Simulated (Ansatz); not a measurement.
**CH7BGe (SMILES C[BH][GeH3]) at HF/STO-3G**

Aim: the electronic atomisation energy of CH7BGe at HF/STO-3G, from 5 runs. 

The results are computed with Ansatz 0.2.0.

69 further runs of the same task are left out: 69 set aside as unsound or not needed.

### Step 1. Starting point

The species is CH7BGe (10 atoms), meant as a singlet with charge 0. SMILES: `C[BH][GeH3]`. The coordinates come from a PBE0-D4/def2-TZVP relaxation.

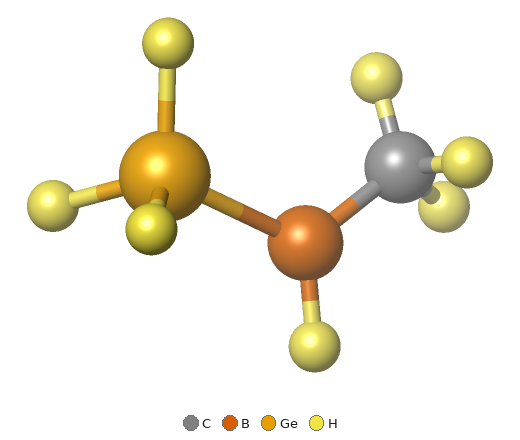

The structure, seen from a chosen angle (carbon grey, boron orange, germanium amber, hydrogen yellow).

### Step 2. The energy at HF/STO-3G

job.yaml

```yaml
crystal:
  periodic: [false, false, false]
  atoms:
    - {symbol: C, position_ang: [-1.211300, 0.848000, -0.579700]}
    - {symbol: B, position_ang: [-0.013900, -0.123000, -0.719700]}
    - {symbol: Ge, position_ang: [1.111300, -0.784600, 0.881600]}
    - {symbol: H, position_ang: [-1.972600, 0.748500, -1.357000]}
    - {symbol: H, position_ang: [-0.747300, 1.837300, -0.749600]}
    - {symbol: H, position_ang: [-1.677100, 0.898700, 0.405800]}
    - {symbol: H, position_ang: [0.326000, -0.481700, -1.813000]}
    - {symbol: H, position_ang: [0.918400, -2.307400, 1.048300]}
    - {symbol: H, position_ang: [0.729200, -0.128900, 2.224000]}
    - {symbol: H, position_ang: [2.620500, -0.558300, 0.662100]}
basis:
  gaussian:
    orbitals: STO-3G
hamiltonian:
  xc: hf
accuracy: high
output: {orbitals: {seedname: orbitals}}
```

The run is started by

```
$ ansatz run job.yaml --threads 1 --pin off --max-ram 3480MiB --events-out events.jsonl --progress --plain --runs-dir runs
```

The log of the run:

```text
Warning: RAYON_NUM_THREADS=1 ignored (pool sized by the plan → 1); use --threads N
Functional definition: HF
  name "HF"
  exchange = exact_x
  correlation = 0
593 factors; integrals over basis functions are off by at most 5.9e-9 eV
mean field evaluation 1: about -57621.9338 eV, gradient 1.3e1 eV
mean field evaluation 2: about -57621.9998 eV, gradient 1.3e1 eV
mean field evaluation 4: about -57622.8911 eV, gradient 5.2e-1 eV
mean field evaluation 8: about -57622.8918 eV, gradient 8.9e-7 eV
mean field -57622.89180111 eV, -2117.6022154917 hartree, gradient 7.4e-8 eV, S^2 0.000000; 0 other end points of the search recorded, 0 dependent functions left out
reference -57622.89180111 eV, -2117.6022154917 hartree; 25, 25 occupied and 10, 10 virtual orbitals, 593 factors
Total energy: -57622.89180111 eV, -2117.6022154917 hartree
```

It took 0.32 s on 1 thread of Arm Neoverse V2, shared host.

### Step 3. The B atom, same level

run.yaml

```yaml
crystal:
  periodic: [false, false, false]
  atoms:
    - {symbol: B, position_ang: [0.000000, 0.000000, 0.000000]}
basis:
  gaussian:
    orbitals: STO-3G
hamiltonian:
  xc: hf
accuracy: high
magnetization:
  spin_polarized: true
  initial_magnetization: 1
```

Run the same way, it converges to -24.14899 Eh (log not shown).

### Step 4. The C atom

run.yaml

```yaml
crystal:
  periodic: [false, false, false]
  atoms:
    - {symbol: C, position_ang: [0.000000, 0.000000, 0.000000]}
basis:
  gaussian: {orbitals: STO-3G}
magnetization: {spin_polarized: true, initial_magnetization: 2}
hamiltonian: {xc: hf}
accuracy: high
```

Run the same way, it converges to -37.19839 Eh (log not shown).

### Step 5. The Ge atom at the same level

in.yaml

```yaml
crystal:
  periodic: [false, false, false]
  atoms:
    - symbol: Ge
      position_ang: [0.000000, 0.000000, 0.000000]
basis:
  gaussian:
    orbitals: STO-3G
total_charge: 0
magnetization:
  spin_polarized: true
  initial_magnetization: 2
hamiltonian:
  xc: hf
accuracy: high
```

Run the same way, it converges to -2051.63626 Eh (log not shown).

### Step 6. The H atom

input.yaml

```yaml
crystal:
  periodic: [false, false, false]
  atoms:
    - {symbol: H, position_ang: [0.000000, 0.000000, 0.000000]}
basis:
  gaussian:
    orbitals: STO-3G
magnetization:
  spin_polarized: true
  initial_magnetization: 1
hamiltonian:
  xc: hf
accuracy: high
```

Run the same way, it converges to -0.46658 Eh (log not shown).

### Step 7. Outcome

At HF/STO-3G:

```
                     quantity           value
       molecule: total energy  -2117.60222 Eh
        molecule: HOMO energy        -9.00 eV
        molecule: LUMO energy         6.54 eV
      molecule: HOMO–LUMO gap        15.54 eV
         B atom: total energy    -24.14899 Eh
                 B atom: ⟨S²⟩           0.750
         C atom: total energy    -37.19839 Eh
                 C atom: ⟨S²⟩           2.000
        Ge atom: total energy  -2051.63626 Eh
                Ge atom: ⟨S²⟩           2.000
         H atom: total energy     -0.46658 Eh
                 H atom: ⟨S²⟩           0.750
electronic atomisation energy       36.803 eV
```

In words: Taking the molecule apart into free atoms costs 36.80 eV (3551 kJ/mol), before zero-point energy and without spin-orbit coupling. Hartree–Fock lacks the correlation of the bonding pairs, which as a rule makes this value much too low; in minimal bases other errors can mask that. In a minimal basis such a difference can be off by several eV, whatever the method.
